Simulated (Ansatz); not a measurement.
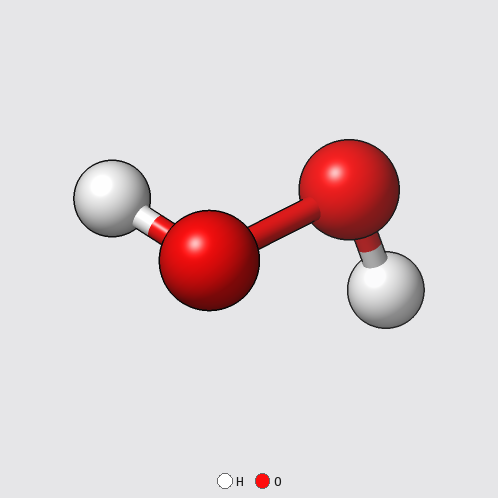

The geometry was computed by an optimisation with PBE0-D4/def2-TZVP.

**Count the atoms of each element.**

H2O2, 4 atoms: 2 hydrogen and 2 oxygen.

**How many sets of symmetry-equivalent atoms are there?**

2: 2 H, 2 O.

**How many bonds of each kind are drawn?**

2 O–H, 1 O–O. Sticks follow a distance rule.

**What is the point group of this geometry?**

C2.

More results for the same structure follow; atom numbers are the same in all pictures, views and colours differ.

### Electronic properties

Level of theory: RKS PBE0-D4/def2-TZVPP (Ansatz 0.2.0).

**Give the HOMO energy (Kohn–Sham orbital) at this level.**

−8.13 eV.

**Estimate the LUMO energy (Kohn–Sham orbital).**

0.72 eV.

### Dipole moment

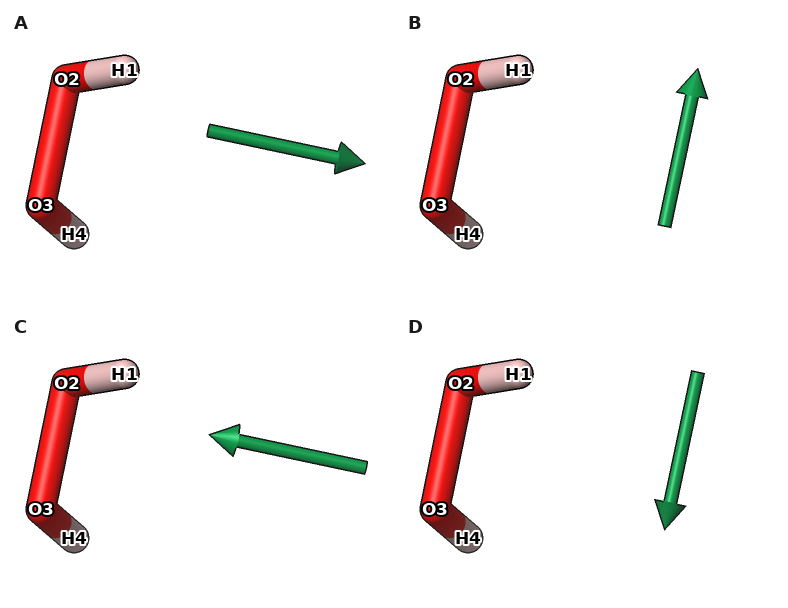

The same molecule four times, each with an arrow. Method: RKS PBE0-D4/def2-TZVP (Ansatz 0.2.0).

**Which arrow points along the dipole moment, from the negative to the positive end?**

A. The dipole moment is 1.86 D; it points from the side of O2, O3 to the side of H1, H4 (the outermost atoms at the two ends).

### Vibrations

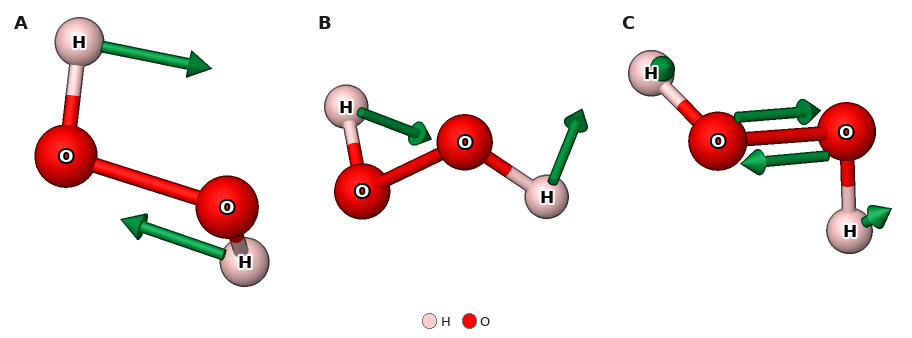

3 normal modes of one molecule or complex, as arrows. Harmonic vibrations computed with RKS PBE0-D4/def2-TZVP (Ansatz 0.2.0) at a stationary point of the same level.

**Match the panels to the wavenumbers 394 cm⁻¹, 1008 cm⁻¹, 1464 cm⁻¹.**

A: 1464 cm⁻¹, H–O–O bending
B: 394 cm⁻¹, a torsion or out-of-plane motion in which bond lengths and bond angles hardly change
C: 1008 cm⁻¹, O–O stretching
